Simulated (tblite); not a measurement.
# Run report: C4H8BCl2Ga, geometry relaxation

The run: geometry relaxation of C4H8BCl2Ga. Method and program: GFN2-xTB geometry optimisation, gas phase (tblite 0.8.0).

It belongs to a series of runs on one base structure; here: H on C replaced by CH3.

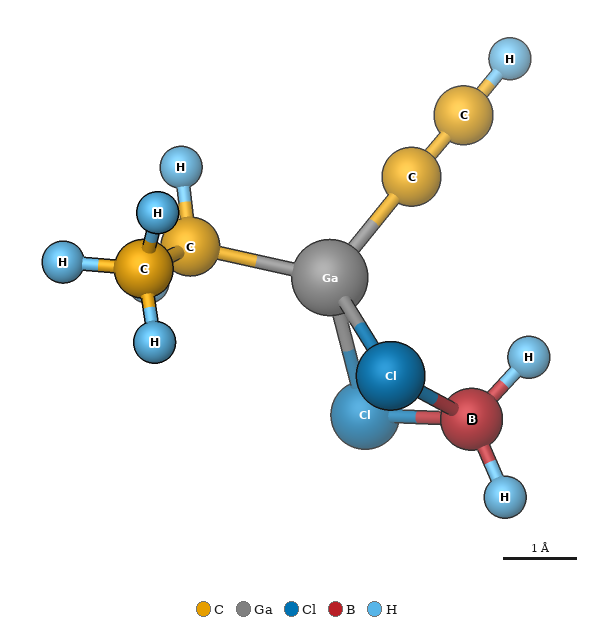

*The structure as given in the input (ball-and-stick view, seen at a tilt). Sticks mark near contacts.*

Bond lengths as drawn: B–Cl 1.85 to 1.86 Å, B–H 1.19 to 1.20 Å, Cl–Ga 2.17 to 2.21 Å, C–C 1.19 to 1.51 Å, C–Ga 1.93 to 1.98 Å and C–H 1.08 to 1.13 Å.

Summary

| quantity | value |
| --- | --- |
| outcome | converged |
| total energy | −658.9697 eV |
| hardware | 1 CPU thread, shared host |
| wall time | 2.9 s |
| peak memory | 0.18 GiB |

Input
```
{"job": {"kind": "relax", "xc": "GFN2-xTB", "basis": "xTB"}, "charge": 0, "multiplicity": 1}
C      1.859400     2.798100    -0.150000
C      1.241900     1.783400    -0.181800
Ga     0.266100     0.115700    -0.183300
C     -1.666900     0.246700    -0.597600
C     -2.577000    -0.483700     0.359900
Cl     0.932000    -1.464600     1.139700
B      2.481400    -1.534000     0.110700
Cl     1.392500    -1.369700    -1.371200
H      2.404800     3.725700    -0.115400
H     -1.900000    -0.089000    -1.618400
H     -1.961000     1.325100    -0.561200
H     -3.593400    -0.489100    -0.143300
H     -2.334700    -1.538200     0.544800
H     -2.766100     0.077300     1.302800
H      3.122000    -0.544700     0.312400
H      3.091200    -2.550000     0.181900
```

The first line tells a small driver script what to run in tblite; the rest is the geometry in Å.

Run as:
```bash
OMP_NUM_THREADS=1 python <driver script> task.json out
```

Output
```
step      E/eV     max force
  0    -658.02067    2.902
  1    -658.21108    5.075
  2    -658.49806    1.851
  3    -658.60632    0.866
  4    -658.66780    0.425
  5    -658.69070    0.417
  6    -658.71389    0.376
  7    -658.72710    0.266
  8    -658.73672    0.233
  9    -658.74407    0.292
 10    -658.75313    0.289
 11    -658.76287    0.313
 12    -658.77118    0.311
 13    -658.77819    0.299
 14    -658.78599    0.280
 15    -658.79538    0.252
 16    -658.80536    0.208
 17    -658.81333    0.175
 18    -658.81823    0.182
 19    -658.82192    0.191
 20    -658.82624    0.192
 21    -658.83153    0.228
 22    -658.83796    0.232
 23    -658.84477    0.226
 24    -658.85129    0.236
 25    -658.85696    0.206
 26    -658.86147    0.174
 27    -658.86583    0.162
 28    -658.87086    0.233
 29    -658.87580    0.280
 30    -658.87950    0.199
 31    -658.88170    0.127
 32    -658.88310    0.110
 33    -658.88419    0.115
 34    -658.88532    0.116
 35    -658.88654    0.088
 36    -658.88862    0.128
 37    -658.89011    0.149
 38    -658.89306    0.174
 39    -658.89562    0.125
 40    -658.89778    0.139
 41    -658.89952    0.137
 42    -658.90139    0.120
 43    -658.90277    0.102
 44    -658.90359    0.086
 45    -658.90421    0.072
 46    -658.90506    0.088
 47    -658.90673    0.101
 48    -658.90910    0.112
 49    -658.91102    0.118
 50    -658.91248    0.121
 51    -658.91397    0.106
 52    -658.91600    0.114
 53    -658.91862    0.154
 54    -658.92133    0.127
 55    -658.92337    0.118
 56    -658.92489    0.128
 57    -658.92621    0.087
 58    -658.92835    0.120
 59    -658.92990    0.109
 60    -658.93135    0.074
 61    -658.93231    0.070
 62    -658.93316    0.060
 63    -658.93395    0.070
 64    -658.93480    0.097
 65    -658.93573    0.106
 66    -658.93672    0.099
 67    -658.93758    0.062
 68    -658.93822    0.074
 69    -658.93873    0.073
 70    -658.93928    0.058
 71    -658.93989    0.059
 72    -658.94046    0.054
 73    -658.94087    0.053
 74    -658.94125    0.061
 75    -658.94161    0.061
 76    -658.94212    0.042
 77    -658.94241    0.042
 78    -658.94266    0.035
 79    -658.94286    0.032
 80    -658.94312    0.045
 81    -658.94339    0.042
 82    -658.94365    0.034
 83    -658.94383    0.031
 84    -658.94399    0.029
 85    -658.94416    0.032
 86    -658.94437    0.035
 87    -658.94457    0.032
 88    -658.94473    0.034
 89    -658.94485    0.038
 90    -658.94501    0.037
 91    -658.94531    0.048
 92    -658.94585    0.065
 93    -658.94650    0.060
 94    -658.94692    0.031
 95    -658.94705    0.026
 96    -658.94712    0.020
 97    -658.94723    0.025
 98    -658.94743    0.032
 99    -658.94769    0.029
100    -658.94793    0.036
101    -658.94812    0.037
102    -658.94833    0.035
103    -658.94864    0.055
104    -658.94908    0.046
105    -658.94954    0.149
106    -658.94991    0.077
107    -658.95029    0.054
108    -658.95062    0.040
109    -658.95080    0.053
110    -658.95109    0.037
111    -658.95167    0.042
112    -658.95203    0.047
113    -658.95233    0.029
114    -658.95246    0.045
115    -658.95255    0.017
116    -658.95262    0.015
117    -658.95271    0.014
118    -658.95276    0.022
119    -658.95283    0.027
120    -658.95291    0.022
121    -658.95302    0.024
122    -658.95319    0.035
123    -658.95347    0.053
124    -658.95394    0.081
125    -658.95467    0.124
126    -658.95570    0.165
127    -658.95711    0.194
128    -658.95648    0.208
129    -658.95879    0.100
130    -658.96026    0.103
131    -658.96076    0.068
132    -658.96130    0.086
133    -658.96159    0.086
134    -658.96194    0.065
135    -658.96224    0.046
136    -658.96239    0.027
137    -658.96252    0.025
138    -658.96268    0.033
139    -658.96286    0.037
140    -658.96307    0.035
141    -658.96330    0.034
142    -658.96356    0.039
143    -658.96385    0.046
144    -658.96410    0.073
145    -658.96437    0.078
146    -658.96479    0.065
147    -658.96516    0.043
148    -658.96554    0.041
149    -658.96584    0.045
150    -658.96635    0.069
151    -658.96673    0.123
152    -658.96244    0.278
153    -658.96726    0.050
154    -658.96754    0.048
155    -658.96610    0.188
156    -658.96815    0.034
157    -658.96842    0.023
158    -658.96795    0.120
159    -658.96877    0.022
160    -658.96890    0.021
161    -658.96900    0.064
162    -658.96918    0.032
163    -658.96925    0.017
164    -658.96940    0.016
165    -658.96945    0.016
166    -658.96953    0.017
167    -658.96959    0.014
168    -658.96963    0.016
169    -658.96967    0.010
170    -658.96969    0.017
171    -658.96971    0.011
172    -658.96972    0.011
173    -658.96974    0.012
174    -658.96974    0.008
```

Trajectory as extended XYZ (Å, eV, eV/Å), 7 of the 175 frames kept, from step=0 to step=174
```
16
Properties=species:S:1:pos:R:3:forces:R:3 step=0 energy=-658.02067
C     1.8594    2.7981   -0.1500    1.4720   2.4640   0.1240
C     1.2419    1.7834   -0.1818   -0.6150  -1.4120   0.0910
Ga    0.2661    0.1157   -0.1833   -0.4580   0.4550  -0.3380
C    -1.6669    0.2467   -0.5976   -0.3550   0.7900  -0.1860
C    -2.5770   -0.4837    0.3599   -2.4050  -0.0360  -0.0230
Cl    0.9320   -1.4646    1.1397    0.2490  -0.5700   2.8350
B     2.4814   -1.5340    0.1107   -0.1360   0.0870   0.1060
Cl    1.3925   -1.3697   -1.3712    1.2020  -0.2420  -2.4810
H     2.4048    3.7257   -0.1154   -0.3610  -0.5930  -0.0660
H    -1.9000   -0.0890   -1.6184    0.1580   0.0250   0.0390
H    -1.9610    1.3251   -0.5612    0.2290  -0.4620  -0.1760
H    -3.5934   -0.4891   -0.1433    0.7110  -0.2280   0.6050
H    -2.3347   -1.5382    0.5448    0.2160   0.3840   0.1020
H    -2.7661    0.0773    1.3028    0.5830  -0.5510  -0.4190
H     3.1220   -0.5447    0.3124   -0.0940  -0.2100  -0.1590
H     3.0912   -2.5500    0.1819   -0.3960   0.1000  -0.0530
16
Properties=species:S:1:pos:R:3:forces:R:3 step=29 energy=-658.87580
C     1.9258    2.9010   -0.1040   -0.0080  -0.0100   0.0000
C     1.2076    1.9307   -0.1257    0.0250   0.0010  -0.0330
Ga    0.1871    0.2421   -0.2638   -0.0030   0.1440  -0.0010
C    -1.8340    0.2191   -0.6810    0.2670   0.0640  -0.0570
C    -2.6691   -0.5387    0.3482    0.0100   0.0390  -0.0330
Cl    1.1619   -1.0720    1.3820   -0.0220  -0.0340   0.0380
B     2.4951   -1.5782    0.1440   -0.0760   0.0460  -0.0020
Cl    1.6500   -1.1070   -1.4676    0.0030  -0.0170  -0.0800
H     2.5410    3.7586   -0.0755   -0.0220  -0.0010   0.0140
H    -1.9806   -0.2097   -1.6803   -0.0400  -0.0110   0.0320
H    -2.1584    1.2674   -0.7330    0.0300  -0.0530  -0.0070
H    -3.7172   -0.5127    0.0565   -0.0850  -0.0810   0.0480
H    -2.3460   -1.5765    0.4168   -0.0290  -0.0630   0.0210
H    -2.5721   -0.0809    1.3325   -0.0050  -0.0170   0.0360
H     3.4399   -0.8880    0.2999   -0.0070  -0.0830   0.0020
H     2.6615   -2.7463    0.1812   -0.0390   0.0760   0.0210
16
Properties=species:S:1:pos:R:3:forces:R:3 step=58 energy=-658.92835
C     1.9689    3.1331   -0.0921   -0.0020   0.0130   0.0010
C     1.2841    2.1492   -0.2338   -0.0610  -0.0390   0.0340
Ga    0.2305    0.4805   -0.3296   -0.0350   0.0200   0.0030
C    -1.7711    0.2016   -0.7140   -0.0150  -0.0640   0.0270
C    -2.4746   -0.6267    0.3703    0.0550  -0.0320   0.0260
Cl    1.0589   -0.8524    1.3779    0.0090   0.0280   0.0050
B     2.2311   -1.6775    0.1580   -0.0510   0.1060  -0.0230
Cl    1.6103   -0.9848   -1.4793    0.0240  -0.0280  -0.0080
H     2.5617    3.9998    0.0180   -0.0070  -0.0150  -0.0190
H    -1.8536   -0.3233   -1.6744   -0.0310   0.0290  -0.0100
H    -2.2798    1.1634   -0.8357    0.0560   0.0370   0.0220
H    -3.5439   -0.6959    0.1714    0.0010   0.0040  -0.0470
H    -2.0739   -1.6406    0.4041    0.0440  -0.0050  -0.0110
H    -2.3432   -0.1849    1.3595    0.0040   0.0550  -0.0110
H     3.3280   -1.2938    0.3482    0.0140  -0.0190   0.0170
H     2.0591   -2.8387    0.1816   -0.0050  -0.0900  -0.0040
16
Properties=species:S:1:pos:R:3:forces:R:3 step=87 energy=-658.94457
C     1.9280    3.2229   -0.1142    0.0080   0.0180  -0.0010
C     1.2570    2.2308   -0.2628   -0.0080  -0.0130   0.0150
Ga    0.2517    0.5407   -0.3599    0.0190   0.0100   0.0010
C    -1.7391    0.2213   -0.7206    0.0020  -0.0010   0.0130
C    -2.3501   -0.6720    0.3653   -0.0260  -0.0140  -0.0110
Cl    1.0744   -0.7369    1.3914   -0.0050   0.0050  -0.0100
B     2.0961   -1.7426    0.1767    0.0060  -0.0190  -0.0050
Cl    1.6475   -0.9415   -1.4636    0.0010   0.0040  -0.0080
H     2.5078    4.0969    0.0010    0.0010   0.0140  -0.0140
H    -1.8582   -0.2592   -1.6994    0.0030   0.0080   0.0040
H    -2.2726    1.1762   -0.7701   -0.0080   0.0050   0.0100
H    -3.4002   -0.8744    0.1510    0.0150   0.0010   0.0050
H    -1.8245   -1.6279    0.4205   -0.0110   0.0070  -0.0050
H    -2.2846   -0.1927    1.3443   -0.0040  -0.0090  -0.0140
H     3.2411   -1.5740    0.3962    0.0040  -0.0020  -0.0040
H     1.7181   -2.8587    0.1742    0.0030  -0.0130   0.0230
16
Properties=species:S:1:pos:R:3:forces:R:3 step=116 energy=-658.95262
C     1.8864    3.3243   -0.2216   -0.0020   0.0060  -0.0020
C     1.2969    2.2710   -0.2283   -0.0010  -0.0110  -0.0060
Ga    0.3044    0.5704   -0.2490    0.0040  -0.0050  -0.0130
C    -1.6891    0.2963   -0.6381    0.0100   0.0040  -0.0020
C    -2.3192   -0.7349    0.3037   -0.0060  -0.0080  -0.0010
Cl    1.1592   -0.7227    1.4674   -0.0070   0.0010  -0.0080
B     2.0375   -1.8210    0.2155    0.0000  -0.0040   0.0050
Cl    1.5991   -0.9747   -1.4035   -0.0030   0.0070   0.0070
H     2.4031    4.2443   -0.2154    0.0150   0.0010   0.0030
H    -1.7876   -0.0485   -1.6747   -0.0090   0.0020  -0.0110
H    -2.2253    1.2488   -0.5731   -0.0050  -0.0020   0.0140
H    -3.3509   -0.9380    0.0155   -0.0040   0.0020   0.0110
H    -1.7689   -1.6779    0.2739    0.0080   0.0050  -0.0120
H    -2.3136   -0.3715    1.3325    0.0010  -0.0100   0.0050
H     3.2015   -1.7585    0.3880   -0.0070   0.0020   0.0070
H     1.5591   -2.8986    0.2373    0.0070   0.0090   0.0040
16
Properties=species:S:1:pos:R:3:forces:R:3 step=145 energy=-658.96437
C     1.9261    3.3206   -0.4191    0.0230   0.0340  -0.0050
C     1.3354    2.2721   -0.3291   -0.0110  -0.0200   0.0070
Ga    0.3038    0.6013   -0.2085   -0.0390  -0.0130  -0.0040
C    -1.7181    0.4219   -0.4872    0.0060   0.0190  -0.0180
C    -2.2523   -0.8745    0.1251   -0.0520  -0.0170   0.0550
Cl    1.1180   -0.6414    1.5659    0.0030   0.0180   0.0010
B     1.9812   -1.8016    0.3651    0.0230  -0.0610   0.0030
Cl    1.5372   -1.0312   -1.2885   -0.0050   0.0040  -0.0340
H     2.4503    4.2328   -0.4978    0.0170   0.0060   0.0040
H    -1.9426    0.4454   -1.5587    0.0150   0.0020  -0.0360
H    -2.2303    1.2843   -0.0474    0.0070   0.0110   0.0110
H    -3.3241   -0.9737   -0.0506    0.0150   0.0040   0.0050
H    -1.7598   -1.7474   -0.3060    0.0440  -0.0040  -0.0250
H    -2.0788   -0.8838    1.2024   -0.0260  -0.0330   0.0200
H     3.1482   -1.7390    0.5277   -0.0370   0.0030   0.0000
H     1.4983   -2.8770    0.4369    0.0170   0.0470   0.0150
16
Properties=species:S:1:pos:R:3:forces:R:3 step=174 energy=-658.96974
C     2.0182    3.2769   -0.5391   -0.0020  -0.0070  -0.0010
C     1.3413    2.2851   -0.4144    0.0040   0.0070   0.0020
Ga    0.2640    0.6525   -0.1828    0.0010   0.0020   0.0030
C    -1.7693    0.4641   -0.3396    0.0010  -0.0040  -0.0020
C    -2.2122   -0.9719   -0.0401   -0.0020  -0.0030   0.0010
Cl    1.1601   -0.4750    1.6297   -0.0030   0.0000  -0.0020
B     1.9354   -1.7338    0.4676    0.0020  -0.0020  -0.0010
Cl    1.4159   -1.0702   -1.2138    0.0010   0.0020   0.0000
H     2.6090    4.1443   -0.6512    0.0000  -0.0010  -0.0010
H    -2.0863    0.7515   -1.3480    0.0000   0.0010  -0.0010
H    -2.2595    1.1597    0.3499    0.0000   0.0040   0.0010
H    -3.2935   -1.0707   -0.1362    0.0030   0.0000   0.0020
H    -1.7449   -1.6744   -0.7331    0.0000   0.0010   0.0000
H    -1.9338   -1.2590    0.9757   -0.0020  -0.0010  -0.0020
H     3.1088   -1.6819    0.5620    0.0000   0.0000   0.0010
H     1.4391   -2.7882    0.6436    0.0000   0.0020  -0.0010
```

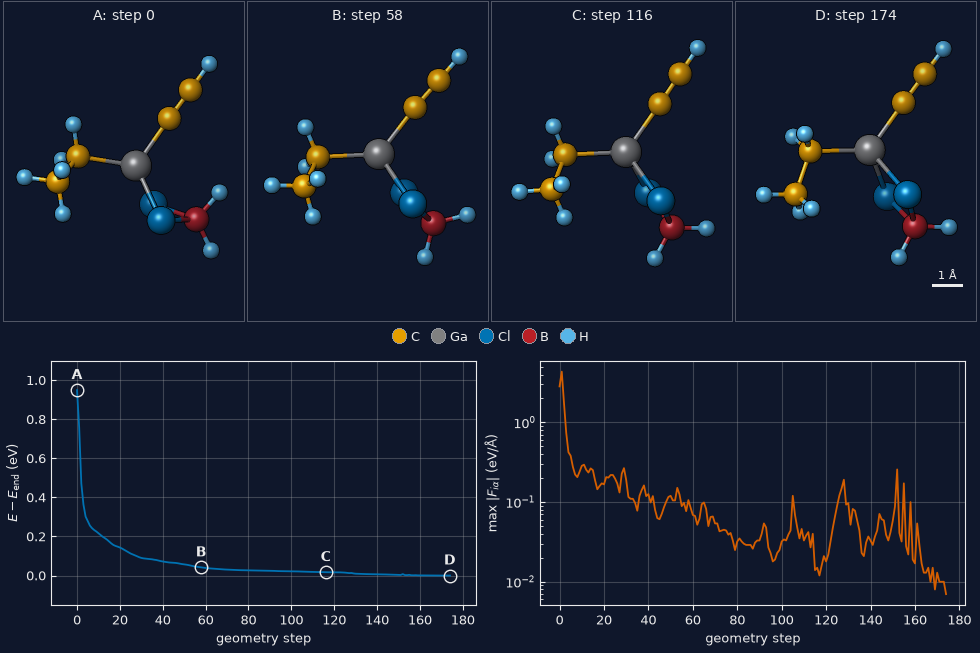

*Frames of the relaxation (ball-and-stick view, seen at a tilt) above the curves, on which the letters mark them (steps are counted from 0).*

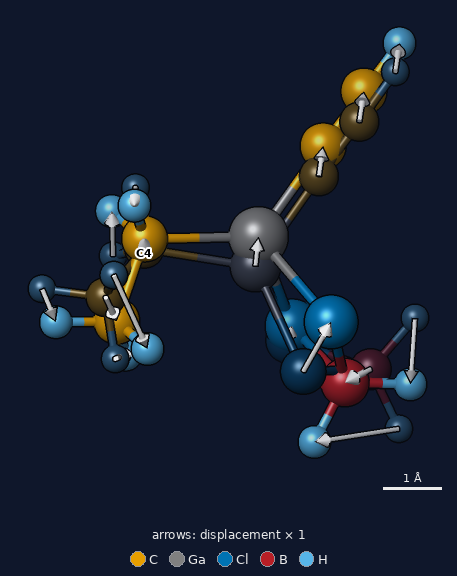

*Start (faint) and end (solid) with the displacements as white arrows, at true length (ball-and-stick view, seen at a tilt). The two geometries are laid on each other by the best rigid fit.*

The largest move after the best rigid fit is that of H16, 1.73 Å. By element the largest moves are H 1.73 Å, Cl 1.13 Å, C 0.69 Å, B 0.66 Å, Ga 0.53 Å. Among the contacts that change: Ga3–Cl6 2.166 → 2.315 Å, Ga3–Cl8 2.210 → 2.315 Å, Ga3–C4 1.981 → 2.048 Å, C5–H12 1.134 → 1.090 Å. Among the angles that change: Cl6–B7–Cl8 87.1° → 101.7°, C2–Ga3–Cl6 118.3° → 106.5°, C2–Ga3–C4 115.8° → 127.6°. The energy falls by 0.949 eV in 174 geometry steps. The largest force component goes from 2.8 to 0.007 eV/Å. (Atoms are counted from 1 in the order of the input.)
